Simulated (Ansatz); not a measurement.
Base system: SrTiO3 in the cubic perovskite structure (space group Pm-3m, No. 221; a = 3.9070 Å).

One thing is altered: the cell is scaled by 1.0386 in all directions; the atoms relax in the strained cell.

Method: r2SCAN, PAW, 500 eV (Ansatz, an electronic-structure program; no spin-orbit coupling).

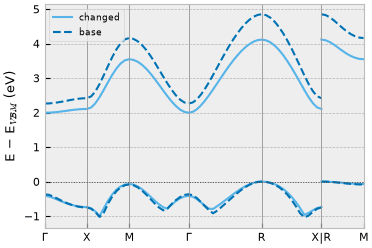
Figure: Highest valence and lowest conduction band along the path, each from its own valence-band maximum

### Question
From the figure, how large is the changed gap, and is it direct?

### Answer
About 2.0 eV, indirect, R → Γ.

No phonon test of stability was made. All final runs are without spin polarisation. Many cubic perovskites are stable only at high temperature; tilts and polar distortions were not tested.
